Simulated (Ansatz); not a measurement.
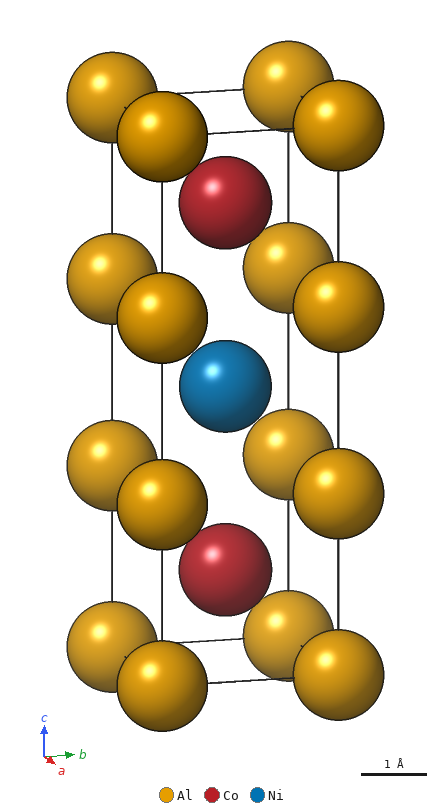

Crystal structure, spheres-only style, seen slightly off an axis. The wireframe shows the simulation cell.

```xyz
6
Lattice="2.8434 0.0000 0.0000 0.0000 2.8434 0.0000 0.0000 0.0000 8.7440" Properties=species:S:1:pos:R:3 pbc="T T T"
Al    2.8434    2.8434    2.8863
Al    0.0000    2.8434    5.8577
Al    2.8434    0.0000    0.0000
Co    1.4217    1.4217    7.2933
Co    1.4217    1.4217    1.4507
Ni    1.4217    1.4217    4.3720
```

Computational set-up: Ansatz, DFT PBE, scalar-relativistic, plane waves, PAW, 420 eV cutoff, the zone sampled with 14×14×4 points, Gaussian smearing of 0.1 eV, no spin polarisation (a spin-restricted run, not always the ground state).

Question: Predict the Bader charges.

Answer: Al +1.76 to +1.81 e; Co -1.86 e; Ni -1.61 e.

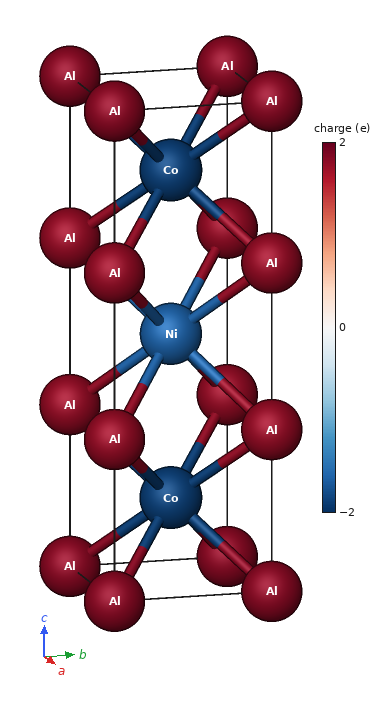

The atoms coloured by those charges.

It goes back to a structure type filled with these elements by a generator (whether the compound takes this form wasn't checked). Earlier steps of the study, as a rule a relaxation of our own, may have changed the cell and positions, so they can lie some per cent off the listed ones. Ansatz was used for an electronic-structure calculation on it.
